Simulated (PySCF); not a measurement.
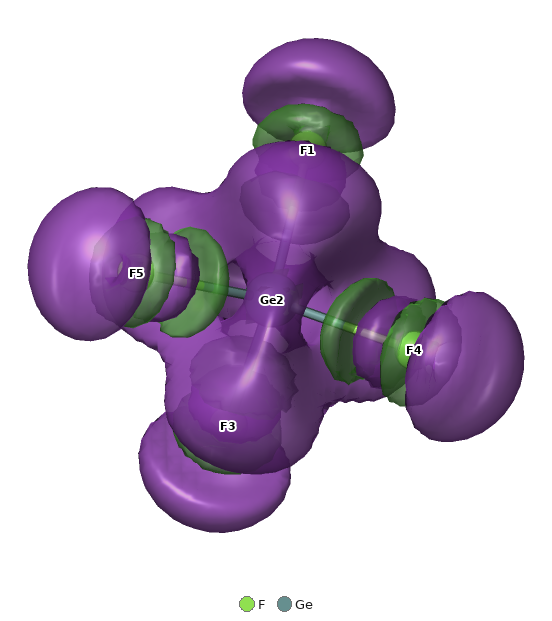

F4Ge, SMILES `F[Ge](F)(F)F`. Fukui function f⁺ = ρ(N+1) − ρ(N) at fixed geometry, surfaces at ±0.02 e/Å³ (purple positive, green negative).

PySCF calculation, PBE0/def2-TZVP, gas phase; geometry: GFN2-xTB. No frequency check shows the geometry to be a minimum. GFN2-xTB bond lengths at metals and heavier atoms can be off by up to 0.1 Å and shapes distorted, which carries into these values.

Geometry (Å), atoms numbered from 1:

```
F1       0.3591    1.3181   -0.9658
Ge2      0.0000   -0.0002   -0.0000
F3      -0.3592   -1.3178   -0.9657
F4       1.3180   -0.3589    0.9658
F5      -1.3181    0.3594    0.9658
```

On which atoms does the density change most on addition of an electron?

Answer. f⁺ (Hirshfeld-condensed) is largest on Ge2 (0.45); the vertical electron affinity is −0.89 eV (the stability of the anion's solution wasn't checked; negative, but this basis has no diffuse functions, so it doesn't show that the anion is unbound). Condensed values hint at sites of nucleophilic attack but needn't mark the atom that reacts. Orbital relaxation makes it negative in places (0.14 e in all).

Run time: 2.9 min on 1 thread of Intel(R) Xeon(R) Platinum 8259CL CPU @ 2.50GHz (Skylake/Cascade Lake), with other jobs on the host, peak memory 0.78 GiB.
